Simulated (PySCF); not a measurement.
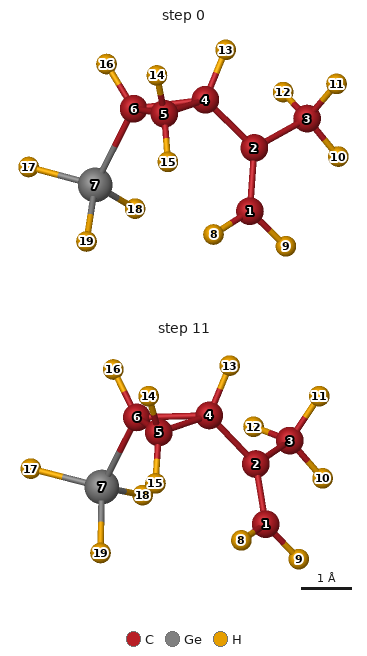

The structure of C₆H₁₂Ge before (top) and after (bottom) a relaxation, at one scale.

A ball-and-stick model, seen at a tilt.

The start comes from GFN2-xTB. Its atoms were then displaced at random by about 0.01 Å.

Computed with PBE0-D3(BJ)/def2-SVP geometry optimisation, gas phase (PySCF 2.14.0, density-fitted response routines). 

> What changed between the two?

The largest move after the best rigid fit is that of H8, 0.93 Å. By element the largest moves are H 0.93 Å, C 0.54 Å, Ge 0.36 Å. Some distances before and after: Ge7–H17 1.491 → 1.543 Å, C4–C6 1.480 → 1.520 Å, Ge7–H18 1.504 → 1.541 Å, C1–C2 1.310 → 1.339 Å. Among the angles between lasting bonds that change: C2–C4–H13 108.6° → 113.2°, C6–C4–H13 118.2° → 114.0°, C2–C1–H8 125.7° → 121.8°. Groups turn about C2–C4 by about 30°. Over 11 geometry steps the energy falls by 28.7 kJ/mol. Cost: 5.6 min on 1 thread of Arm Neoverse N1, on a shared host.
